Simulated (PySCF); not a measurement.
# C3H5ClF2O: runs on many settings, part 2 of 2

PySCF 2.14.0. Atoms count from 0.

## 5. J couplings: PBE0/aug-pcSseg-1

What the job is given:

```
{"job": {"kind": "j", "xc": "PBE0", "basis": "aug-pcSseg-1", "scf": {"conv": 0.01, "max_cycle": 74}}, "charge": 0, "multiplicity": 1}
F     -2.224858    -0.317368     1.161085
C     -1.544714     0.569316     0.358043
O     -0.809570    -0.102793    -0.588705
C      0.285830    -0.848095    -0.105543
C      1.492339     0.006414     0.304043
F      1.319791     0.532370     1.549581
Cl     1.735709     1.349775    -0.839387
H     -2.292496     1.163607    -0.176865
H     -0.946197     1.193649     1.035918
H      0.580249    -1.492846    -0.935589
H     -0.005913    -1.464933     0.754937
H      2.411028    -0.589782     0.339045
```

Level: PBE0/aug-pcSseg-1 indirect spin-spin coupling, non-relativistic, gas phase.

The program printed:

```text
final grid: 106648 points
cycle   1  E = -851.7125841535  dE =  9.024e-01  |g| = 8.212e-01  |ddm| = 4.198e+00
cycle   2  E = -851.5608179789  dE =  1.518e-01  |g| = 1.268e+00  |ddm| = 2.149e+00
cycle   3  E = -851.8295253938  dE = -2.687e-01  |g| = 5.913e-02  |ddm| = 1.336e+00
cycle   4  E = -851.8299318492  dE = -4.065e-04  |g| = 3.958e-02  |ddm| = 9.509e-02
converged SCF energy = -851.8299318492

Indirect spin-spin couplings (Hz)
  i      j    bonds     total        FC       PSO       DSO        SD
  0 F    1 C    1   -205.567  -229.118     6.432     0.916    16.203
  0 F    2 O    2    -39.029   -20.846   -10.390     0.026    -7.819
  0 F    3 C    3      0.072     0.230    -0.133     0.033    -0.058
  0 F    4 C    4      1.320     1.496    -0.012    -0.099    -0.065
  0 F    5 F    5      0.783     1.149     0.374     0.035    -0.774
  0 F    7 H    2     41.477    42.913     3.001    -1.003    -3.434
  0 F    8 H    2     53.628    55.022     2.873    -0.633    -3.634
  0 F    9 H    4      0.653     0.832     1.186    -1.163    -0.203
  0 F   10 H    4      1.421     0.767    -0.378     1.370    -0.338
  0 F   11 H    5     -0.226    -0.051     0.988    -1.064    -0.099
  1 C    2 O    1     13.902    11.005     3.067    -0.169         -
  1 C    3 C    2     -3.259    -3.144    -0.124     0.009         -
  1 C    4 C    3     -0.046    -0.034    -0.048     0.036         -
  1 C    5 F    4      4.552     4.203     0.260     0.206    -0.117
  1 C    7 H    1    176.144   175.473    -0.565     1.235         -
  1 C    8 H    1    176.057   175.367    -0.670     1.360         -
  1 C    9 H    3      6.778     6.857     0.454    -0.532         -
  1 C   10 H    3      3.504     3.556    -0.176     0.123         -
  1 C   11 H    4     -0.153    -0.086     0.288    -0.356         -
  2 O    3 C    1     12.882    13.306    -0.261    -0.164         -
  2 O    4 C    2     -1.457    -2.009     0.589    -0.038         -
  2 O    5 F    3     -0.729    -2.203     1.165     0.024     0.285
  2 O    7 H    2    -14.065   -14.224     0.155     0.004         -
  2 O    8 H    2     -0.781    -1.063     0.217     0.065         -
  2 O    9 H    2     -9.169    -8.525    -0.601    -0.043         -
  2 O   10 H    2     -1.369    -0.910    -0.493     0.034         -
  2 O   11 H    3     -2.335    -2.561     0.018     0.208         -
  3 C    4 C    1     60.322    61.346    -1.371     0.347         -
  3 C    5 F    2     18.650    17.932    -1.146     0.125     1.738
  3 C    7 H    3      8.197     8.288     0.465    -0.556         -
  3 C    8 H    3      3.301     3.268    -0.098     0.131         -
  3 C    9 H    1    163.161   161.986     0.030     1.144         -
  3 C   10 H    1    159.997   158.842    -0.068     1.222         -
  3 C   11 H    2      4.727     4.822    -0.181     0.086         -
  4 C    5 F    1   -239.919  -247.589    -6.054     1.072    12.652
  4 C    7 H    4     -0.454    -0.396     0.201    -0.260         -
  4 C    8 H    4      0.347     0.340    -0.337     0.343         -
  4 C    9 H    2      1.955     2.012    -0.264     0.208         -
  4 C   10 H    2     -0.126    -0.173    -0.165     0.212         -
  4 C   11 H    1    185.070   184.318    -0.637     1.389         -
  5 F    7 H    5      1.538     1.665     0.742    -0.866    -0.003
  5 F    8 H    5      1.276     2.060    -3.566     2.323     0.459
  5 F    9 H    3     32.945    34.958    -0.044    -1.772    -0.196
  5 F   10 H    3      9.585     8.710     0.862     0.640    -0.627
  5 F   11 H    2     43.726    44.617     3.180    -0.595    -3.475
  7 H    8 H    2     -6.247    -6.165     1.694    -1.775         -
  7 H   10 H    4     -0.913    -0.630     1.758    -2.042         -
  8 H    9 H    4     -0.684    -0.460     1.734    -1.958         -
  8 H   10 H    4      0.231     0.224    -0.242     0.248         -
  8 H   11 H    5     -0.181     0.023     1.128    -1.332         -
  9 H   10 H    2    -14.319   -14.297     1.671    -1.693         -
  9 H   11 H    3      1.927     1.667    -0.323     0.583         -
 10 H   11 H    3      0.092     0.001     0.375    -0.284         -
```

It took 34 s on 1 thread of Intel Xeon Platinum 8488C, shared host; peak memory 0.93 GiB.

It converged, yet the result is unsound: the SCF threshold of 0.01 Eh is far too loose. Its HOMO lies at -8.68 eV, against -8.64 eV in step 2 (PBE0/pcSseg-1), a different level, so the two don't compare directly.

## 6. NMR shieldings: WP04/pcseg-1

The job, as its differences from that of step 5:

```diff
@@ -1,2 +1,2 @@
-{"job": {"kind": "j", "xc": "PBE0", "basis": "aug-pcSseg-1", "scf": {"conv": 0.01, "max_cycle": 74}}, "charge": 0, "multiplicity": 1}
+{"job": {"kind": "nmr", "xc": "WP04", "basis": "pcseg-1", "pop": false}, "charge": 0, "multiplicity": 1}
 F     -2.224858    -0.317368     1.161085
```

Method: GIAO WP04/pcseg-1 NMR shielding, non-relativistic, gas phase.

The program printed:

```text
coarse grid: 11240 points
cycle   1  E = -863.9243628476  dE =  8.531e-01  |g| = 1.114e+00  |ddm| = 3.452e+00
cycle   2  E = -863.5389157829  dE =  3.854e-01  |g| = 1.860e+00  |ddm| = 2.122e+00
cycle   3  E = -864.1371129276  dE = -5.982e-01  |g| = 1.312e-01  |ddm| = 1.414e+00
cycle   4  E = -864.1403549571  dE = -3.242e-03  |g| = 6.418e-02  |ddm| = 1.626e-01
cycle   5  E = -864.1410637381  dE = -7.088e-04  |g| = 1.939e-02  |ddm| = 5.224e-02
cycle   6  E = -864.1411341166  dE = -7.038e-05  |g| = 4.091e-03  |ddm| = 2.016e-02
cycle   7  E = -864.1411374988  dE = -3.382e-06  |g| = 1.220e-03  |ddm| = 4.414e-03
final grid: 106648 points
cycle   8  E = -864.2302080435  dE = -4.456e-05  |g| = 9.723e-03  |ddm| = 2.450e-02
cycle   9  E = -864.2301810095  dE =  2.703e-05  |g| = 1.546e-02  |ddm| = 1.742e-02
cycle  10  E = -864.2302276265  dE = -4.662e-05  |g| = 1.149e-03  |ddm| = 1.075e-02
cycle  11  E = -864.2302279158  dE = -2.893e-07  |g| = 2.857e-04  |ddm| = 1.243e-03
cycle  12  E = -864.2302279298  dE = -1.394e-08  |g| = 1.223e-04  |ddm| = 2.766e-04
cycle  13  E = -864.2302279321  dE = -2.318e-09  |g| = 3.063e-05  |ddm| = 9.022e-05
cycle  14  E = -864.2302279323  dE = -1.592e-10  |g| = 8.797e-06  |ddm| = 2.868e-05
converged SCF energy = -864.2302279323

GIAO shielding tensors (ppm)
atom      isotropic    diamagn.    paramagn.     s11        s22        s33       span
  0 F      362.048     475.627    -113.579    259.984    391.902    434.258    174.275
  1 C       80.959     241.967    -161.009     52.350     81.322    109.204     56.854
  2 O      241.592     398.021    -156.429    186.284    254.079    284.413     98.129
  3 C      115.072     246.328    -131.256     92.738    111.792    140.685     47.948
  4 C       66.136     245.058    -178.922     26.082     73.668     98.659     72.577
  5 F      320.459     478.064    -157.605    242.759    330.709    387.910    145.151
  6 Cl     689.753    1148.876    -459.122    360.558    681.024   1027.678    667.121
  7 H       26.522      27.586      -1.064     22.185     26.756     30.625      8.440
  8 H       26.252      29.864      -3.612     22.053     27.816     28.888      6.835
  9 H       28.444      29.240      -0.796     24.379     27.629     33.323      8.944
 10 H       27.467      29.724      -2.257     23.537     27.839     31.026      7.488
 11 H       25.894      27.509      -1.615     22.874     25.514     29.294      6.419
```

Run time: 11 s. Hardware: 1 thread of Intel Xeon Platinum 8488C, shared host; peak memory 0.64 GiB.

Key values: δ C4 120.5, C1 105.7, C3 71.6, F5 -135.1, H11 6.19, H8 5.83 ppm.

## 7. Side by side: NMR shifts

Shifts (ppm) of some atoms, chosen among heavy atoms and hydrogens apart, with basis size and wall time:

```
          run     C4    C3   H11    H7      F5      F0    O2  functions  time
PBE0/pcSseg-1  114.8  71.0  6.47  5.70  -141.6  -189.6  85.5        151  16 s
 WP04/pcseg-1  120.5  71.6  6.19  5.56  -135.1  -176.7  83.8        127  11 s
```

## 8. Run by run: electronic excitations

Excitations and ground-state properties, with basis size and wall time:

```
                        run  lowest singlet (eV)  brightest (eV)      f  gap (eV)  α (Å³)  μ (D)  functions  time
             PBE0/def2-SVPD                 7.35            8.43  0.035      8.90    8.56   1.51        196  24 s
PW91/6-311G** in chloroform                 6.34            7.00  0.020      6.25    8.50   1.80        164  14 s
```

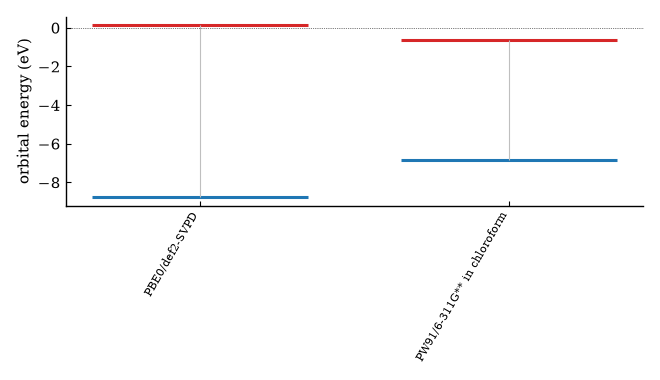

HOMO (blue) and LUMO (red) run by run.

## 9. Outcome

The summary covers parts 1 to 2.

```
                                quantity                                            value
  13C shifts against TMS (PBE0/pcSseg-1)                           114.8, 106.2, 71.0 ppm
   1H shifts against TMS (PBE0/pcSseg-1)                 6.47, 5.90, 5.70, 4.71, 3.69 ppm
19F shifts against CFCl3 (PBE0/pcSseg-1)                               -141.6, -189.6 ppm
  17O shifts against H2O (PBE0/pcSseg-1)                                         85.5 ppm
 35Cl shifts against HCl (PBE0/pcSseg-1)                                          214 ppm
         lowest singlet (PBE0/def2-SVPD)                      7.35 eV (169 nm), f = 0.002
brightest single state of those computed                      state 5, 8.43 eV, f = 0.035
                          lowest triplet                                          6.67 eV
                range of the shift of F0                             -189.6 to -176.7 ppm
             range of the lowest singlet                                  6.34 to 7.35 eV
           property runs in this session  5, of which 0 failed and 1 gave unsound results
```

What this shows: Single values in the summary come from the first sound run of each kind (PBE0/pcSseg-1; PBE0/def2-SVPD), which need not be the best level. H11 (hydrogen on an sp3 CH bonded to Cl and F) lies farthest downfield among hydrogen, at 6.47 ppm; its carbon carries Cl and F, which withdraws density. At PBE0/pcSseg-1: Shielding is most anisotropic at Cl6 (span 588 ppm, paramagnetic term -411 ppm). The lowest singlet, at 7.35 eV, is HOMO→LUMO 0.69, HOMO−1→LUMO 0.26 and is weak; of the 6 states computed, the strongest absorption comes from state 5 at 8.43 eV. The lowest triplet lies 0.69 eV below the lowest singlet (triplets in Tamm-Dancoff, singlets in full TDDFT). Among the atoms with a shift in every run: Across the 2 runs the shift of F0 moves most, between -189.6 (PBE0/pcSseg-1) and -176.7 ppm (WP04/pcseg-1). Most of that comes from the computed reference, not from the atom's own shielding. The lowest singlet runs from 6.34 eV (PW91/6-311G** in chloroform) to 7.35 eV (PBE0/def2-SVPD), while the orbital gap spans 6.25 to 8.90 eV. Some runs use the Tamm-Dancoff approximation and others full TDDFT, which shifts states apart from functional and basis. The lowest state need not be the same one in every run. The runs solved for a few states only, so the brightest column depends on that window.
